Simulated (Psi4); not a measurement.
## PN (charge +1): single-point calculation (part 2 of 2)

PN (phosphorous nitride), charge +1, multiplicity 2; CCSD/aug-cc-pVTZ, UHF (Psi4 1.11). The geometry is that of the parent species in another charge or spin state.

Geometry of the input (Å):
```
N  0.0000  0.0000  0.0000
P  0.0000  0.0000  1.4909
```

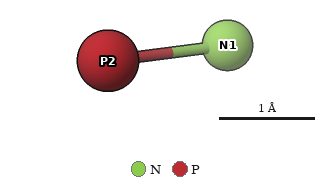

**Figure 1.** The structure (ball-and-stick view, seen at a tilt; atoms are numbered from 1 in the order of the input).

### Log, continued
```
   Calculation information:
      Number of threads:                 1
      Number of atoms:                   2
      Number of AO shells:              30
      Number of SO shells:              30
      Number of primitives:             94
      Number of atomic orbitals:       114
      Number of basis functions:        96

      Number of irreps:                  1
      Integral cutoff                 1.00e-12
      Number of functions per irrep: [  96 ]

 OEINTS: Overlap, kinetic, potential, dipole, and quadrupole integrals
         stored in file 35.

      Computing two-electron integrals...done
      Computed 2135323 non-zero two-electron integrals.
        Stored in file 33.

	Wfn Parameters:
	--------------------
	Wavefunction         = CCSD
	Number of irreps     = 1
	Number of MOs        = 96
	Number of active MOs = 90
	AO-Basis             = NONE
	Semicanonical        = false
	Reference            = UHF
	Print Level          = 1

	IRREP	# MOs	# FZDC	# DOCC	# SOCC	# VIRT	# FZVR
	-----	-----	------	------	------	------	------
	 A	   96	    6	    4	    1	    85	    0
	Transforming integrals...
	IWL integrals will be deleted.
	(OO|OO)...
	Presorting SO-basis two-electron integrals.
	Sorting File: SO Ints (nn|nn) nbuckets = 1
	Constructing frozen core operators
	Starting AA/AB first half-transformation.
	Sorting AA/AB half-transformed integrals.
	Starting BB first half-transformation.
	Sorting BB half-transformed integrals.
	First half integral transformation complete.
	Starting AA second half-transformation.
	Starting AB second half-transformation.
	Starting BB second half-transformation.
	Two-electron integral transformation complete.
	(OO|OV)...
	Starting AA second half-transformation.
	Starting AB second half-transformation.
	Starting BB second half-transformation.
	Two-electron integral transformation complete.
	(OO|VV)...
	Starting AA second half-transformation.
	Starting AB second half-transformation.
	Starting BB second half-transformation.
	Two-electron integral transformation complete.
	(OV|OO)...
	Starting AA/AB first half-transformation.
	Sorting AA/AB half-transformed integrals.
	Starting BB first half-transformation.
	Sorting BB half-transformed integrals.
	First half integral transformation complete.
	Starting AA second half-transformation.
	Starting AB second half-transformation.
	Starting BB second half-transformation.
	Two-electron integral transformation complete.
	(OV|OV)...
	Starting AA second half-transformation.
	Starting AB second half-transformation.
	Starting BB second half-transformation.
	Two-electron integral transformation complete.
	(OV|VV)...
	Starting AA second half-transformation.
	Starting AB second half-transformation.
	Starting BB second half-transformation.
	Two-electron integral transformation complete.
	(VV|OO)...
	Starting AA/AB first half-transformation.
	Sorting AA/AB half-transformed integrals.
	Starting BB first half-transformation.
	Sorting BB half-transformed integrals.
	First half integral transformation complete.
	Starting AA second half-transformation.
	Starting AB second half-transformation.
	Starting BB second half-transformation.
	Two-electron integral transformation complete.
	(VV|OV)...
	Starting AA second half-transformation.
	Starting AB second half-transformation.
	Starting BB second half-transformation.
	Two-electron integral transformation complete.
	(VV|VV)...
	Starting AA second half-transformation.
	Starting AB second half-transformation.
	Starting BB second half-transformation.
	Two-electron integral transformation complete.
	Frozen core energy     =   -407.49010269812283

	Size of irrep 0 of <AB|CD> integrals:     12.745 (MW) /    101.959 (MB)
	Total:                                    12.745 (MW) /    101.959 (MB)

	Size of irrep 0 of <ab|cd> integrals:     13.359 (MW) /    106.872 (MB)
	Total:                                    13.359 (MW) /    106.872 (MB)

	Size of irrep 0 of <Ab|Cd> integrals:     53.436 (MW) /    427.489 (MB)
	Total:                                    53.436 (MW) /    427.489 (MB)

	Size of irrep 0 of <IA|BC> integrals:      3.071 (MW) /     24.565 (MB)
	Total:                                     3.071 (MW) /     24.565 (MB)

	Size of irrep 0 of <ia|bc> integrals:      2.544 (MW) /     20.354 (MB)
	Total:                                     2.544 (MW) /     20.354 (MB)

	Size of irrep 0 of <Ia|Bc> integrals:      3.143 (MW) /     25.146 (MB)
	Total:                                     3.143 (MW) /     25.146 (MB)

	Size of irrep 0 of <iA|bC> integrals:      2.485 (MW) /     19.883 (MB)
	Total:                                     2.485 (MW) /     19.883 (MB)

	Size of irrep 0 of tIjAb amplitudes:       0.146 (MW) /      1.170 (MB)
	Total:                                     0.146 (MW) /      1.170 (MB)

	Nuclear Rep. energy          =     37.26935024365034
	SCF energy                   =   -394.80555832623082
	One-electron energy          =    -40.08735310972398
	Two-electron (AA) energy     =      4.38160186768999
	Two-electron (BB) energy     =      2.19555988001519
	Two-electron (AB) energy     =      8.92538549025962
	Two-electron energy          =     15.50254723796480
	Reference energy             =   -394.80555832623168

	total time  =         11 seconds =       0.18 minutes
            **************************
            *                        *
            *        CCENERGY        *
            *                        *
            **************************

    Nuclear Rep. energy (wfn)     =   37.269350243650337
    SCF energy          (wfn)     = -394.805558326230823
    Reference energy    (file100) = -394.805558326231676

    Input parameters:
    -----------------
    Wave function   =     CCSD
    Reference wfn   =     UHF
    Brueckner       =     No
    Memory (Mbytes) =     1600.0
    Maxiter         =    100
    R_Convergence   =     1.0e-07
    E_Convergence   =     1.0e-09
    Restart         =     Yes
    DIIS            =     Yes
    AO Basis        =     NONE
    ABCD            =     NEW
    Cache Level     =     2
    Cache Type      =     LRU
    Print Level     =     1
    Num. of threads =     1
    # Amps to Print =     10
    Print MP2 Amps? =     No
    Analyze T2 Amps =     No
    Print Pair Ener =     No
    Local CC        =     No
    SCS-MP2         =     False
    SCSN-MP2        =     False
    SCS-CCSD        =     False

MP2 correlation energy -0.2400493817478233
                Solving CC Amplitude Equations
                ------------------------------
  Iter             Energy              RMS        T1Diag      D1Diag    New D1Diag    D2Diag
  ----     ---------------------    ---------   ----------  ----------  ----------   --------
     0        -0.240049381747823    0.000e+00    0.000000    0.000000    0.000000    0.000000
     1        -0.253194456392580    1.209e-01    0.036422    0.000000    0.000000    0.000000
     2        -0.271456036376556    6.381e-02    0.057338    0.000000    0.000000    0.000000
     3        -0.284423236049476    5.368e-02    0.094409    0.000000    0.000000    0.000000
     4        -0.289381580513297    2.831e-02    0.122185    0.000000    0.000000    0.000000
     5        -0.291368450634330    1.147e-02    0.131712    0.000000    0.000000    0.000000
     6        -0.292068578433662    4.978e-03    0.134697    0.000000    0.000000    0.000000
     7        -0.292141206377677    1.774e-03    0.134885    0.000000    0.000000    0.000000
     8        -0.292220962386058    9.374e-04    0.135071    0.000000    0.000000    0.000000
     9        -0.292237763278524    4.128e-04    0.135098    0.000000    0.000000    0.000000
    10        -0.292239337192089    1.860e-04    0.135079    0.000000    0.000000    0.000000
    11        -0.292242421192100    6.475e-05    0.135081    0.000000    0.000000    0.000000
    12        -0.292242950128076    2.563e-05    0.135079    0.000000    0.000000    0.000000
    13        -0.292244443647358    8.964e-06    0.135081    0.000000    0.000000    0.000000
    14        -0.292244359449010    3.346e-06    0.135081    0.000000    0.000000    0.000000
    15        -0.292244445723728    1.643e-06    0.135081    0.000000    0.000000    0.000000
    16        -0.292244386003579    8.155e-07    0.135081    0.000000    0.000000    0.000000
    17        -0.292244403421912    4.536e-07    0.135081    0.000000    0.000000    0.000000
    18        -0.292244421287365    2.638e-07    0.135081    0.000000    0.000000    0.000000
    19        -0.292244425425349    1.162e-07    0.135081    0.000000    0.000000    0.000000
    20        -0.292244421731640    4.815e-08    0.135081    0.000000    0.000000    0.000000
    21        -0.292244417730693    3.133e-08    0.135081    0.000000    0.000000    0.000000
    22        -0.292244413529182    2.054e-08    0.135081    0.000000    0.000000    0.000000
    23        -0.292244410428504    1.206e-08    0.135081    0.000000    0.000000    0.000000
    24        -0.292244409681987    4.513e-09    0.135081    0.000000    0.000000    0.000000
    25        -0.292244409600581    1.309e-09    0.135081    0.000000    0.000000    0.000000

    Iterations converged.

    Largest TIA Amplitudes:
              2   0        -0.1830721295
              3   1        -0.1830721295
              2   1        -0.0752994299
              3   0         0.0752994299
              2   4        -0.0354399755
              3   5        -0.0354399755
              2  13        -0.0305164757
              3  14        -0.0305164757
              2  16         0.0229665008
              3  17         0.0229665008

    Largest Tia Amplitudes:
              2   1        -0.1514815961
              3   2         0.1514815961
              1   0        -0.1068977018
              2  13        -0.0456221671
              3  14         0.0456221671
              2  35        -0.0382129282
              3  36         0.0382129282
              2  10        -0.0348382294
              3  11         0.0348382294
              1   7        -0.0325852780

    Largest TIJAB Amplitudes:
      3   2   1   0        -0.0227494706
      3   2  42  41        -0.0126465855
      4   2   6   0         0.0106688452
      4   3   6   1         0.0106688452
      4   2   2   0         0.0104998205
      4   3   2   1         0.0104998205
      4   2  15   0        -0.0097648265
      4   3  15   1        -0.0097648265
      3   2  28   0        -0.0096361906
      3   2  29   1         0.0096361906

    Largest Tijab Amplitudes:
      3   2   2   1         0.0616960465
      2   1   1   0        -0.0442098245
      3   1   2   0         0.0442098245
      2   1   3   1        -0.0191183957
      3   1   3   2         0.0191183957
      3   2  10   2        -0.0130830177
      3   2  11   1         0.0130830177
      3   2  13   2        -0.0122342952
      3   2  14   1         0.0122342952
      3   2  20  19         0.0120597030

    Largest TIjAb Amplitudes:
      2   2   0   1         0.0953866877
      3   3   1   2        -0.0953866877
      2   1   0   0         0.0576734828
      3   1   1   0         0.0576734828
      2   3   0   2        -0.0565932663
      3   2   1   1         0.0565932663
      4   1   0   1         0.0544975611
      4   1   1   2         0.0544975611
      1   2   0   0        -0.0410735707
      1   3   1   0         0.0410735707

    SCF energy       (wfn)                    = -394.805558326230823
    Reference energy (file100)                = -394.805558326231676

    Opposite-spin MP2 correlation energy      =   -0.174580601990342
    Same-spin MP2 correlation energy          =   -0.065468779757482
    Singles MP2 correlation energy            =   -0.000000000000000
    MP2 correlation energy                    =   -0.240049381747823
      * MP2 total energy                      = -395.045607707979514

    Opposite-spin CCSD correlation energy     =   -0.235949380229748
    Same-spin CCSD correlation energy         =   -0.056295029370836
    Singles CCSD correlation energy           =    0.000000000000003
    CCSD correlation energy                   =   -0.292244409600581
      * CCSD total energy                     = -395.097802735832261
```

### Summary

```csv
quantity,value
outcome,converged
total energy,−395.097803 hartree
SCF energy,−394.805558 hartree
MP2 energy,−395.045608 hartree
CCSD energy,−395.097803 hartree
correlation energy,−0.292244 hartree
basis functions,96
T1 diagnostic,0.135
⟨S²⟩,1.475
wall time,59 s
peak memory,1.1 GiB
```

### Notes

The record of the run, not the program, notes: large T1; spin contaminated. ⟨S²⟩ is 1.47 against 0.75 for a pure state: the solution is spin-contaminated.
